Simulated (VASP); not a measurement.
Energy against volume of CoAl (CsCl type). Computed with optB88-vdW, VASP's PBE PAW potentials (set 64) (plane waves; VASP).

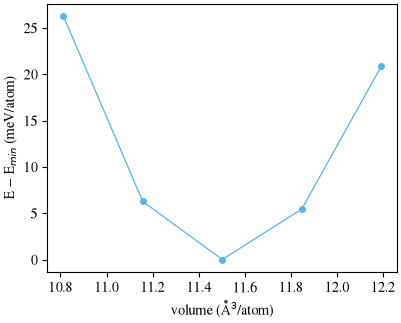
Figure. Energy against volume

Task: Estimate the equilibrium volume and the bulk modulus.

Result: The minimum lies near 11.5 Å³/atom, and the curvature gives B0 of about 180 GPa.

Measured: bulk modulus 162 GPa (computed value off by +11.5 %), a 2.861 Å (computed value off by -0.6 %), as given by Yamada et al., (2019), arXiv:1910.09660. The calculation is for a static lattice, while the measured bulk modulus, a hold thermal and zero-point effects, which are part of the difference.

The compound is CoAl in the CsCl type structure. It was relaxed first. The run is not spin-polarised, so no magnetic state was tried.
